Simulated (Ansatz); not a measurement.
# CH5ClOSi: the cost of one run

Method: RHF/cc-pVDZ, in Ansatz 0.2.0.

## Step 1: The system as given

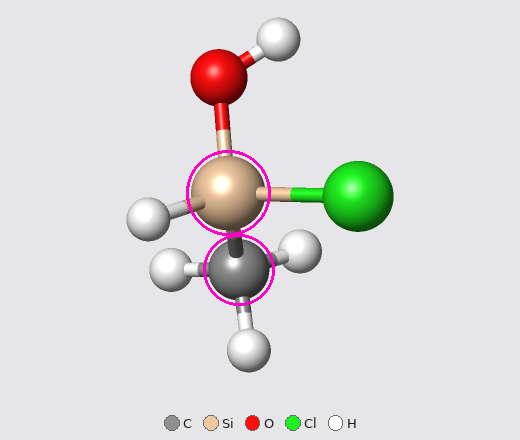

The starting structure, seen from a free direction (carbon grey, silicon light orange, oxygen red, chlorine green, hydrogen white). Ringed: C1, Si2.

Coordinates:

```xyz
9

C    -0.6502    0.8728   -0.3866
Si   -0.0064   -0.6402    0.2975
O     1.3552   -0.4143    1.1597
Cl    0.6559   -1.8498   -1.2379
H    -1.5792    0.7119   -1.0322
H    -1.0008    1.6222    0.3956
H     0.0593    1.4405   -1.0209
H    -0.9569   -1.3534    1.1095
H     2.2117   -0.4360    0.6981
```

## Step 2: End point A

Input file input.yaml:

```yaml
crystal:
  periodic: [false, false, false]
  atoms:
    - { symbol: C, position_ang: [-0.6502, 0.8728, -0.3866] }
    - { symbol: Si, position_ang: [-0.0064, -0.6402, 0.2975] }
    - { symbol: O, position_ang: [1.3552, -0.4143, 1.1597] }
    - { symbol: Cl, position_ang: [0.6559, -1.8498, -1.2379] }
    - { symbol: H, position_ang: [-1.5792, 0.7119, -1.0322] }
    - { symbol: H, position_ang: [-1.0008, 1.6222, 0.3956] }
    - { symbol: H, position_ang: [0.0593, 1.4405, -1.0209] }
    - { symbol: H, position_ang: [-0.9569, -1.3534, 1.1095] }
    - { symbol: H, position_ang: [2.2117, -0.436, 0.6981] }
basis:
  gaussian: { orbitals: cc-pVDZ }
hamiltonian:
  xc: hf
relax:
  f_tol: 0.015
  max_steps: 40
```

Started as:

```sh
> ansatz run input.yaml --threads 1 --pin off --max-ram 2048MiB --backend cpu --events-out ev --progress --plain --runs-dir out
```

What time and memory should one allow on 1 thread of Arm Neoverse V1, shared host?

About 29 s, with a peak of 0.17 GiB.
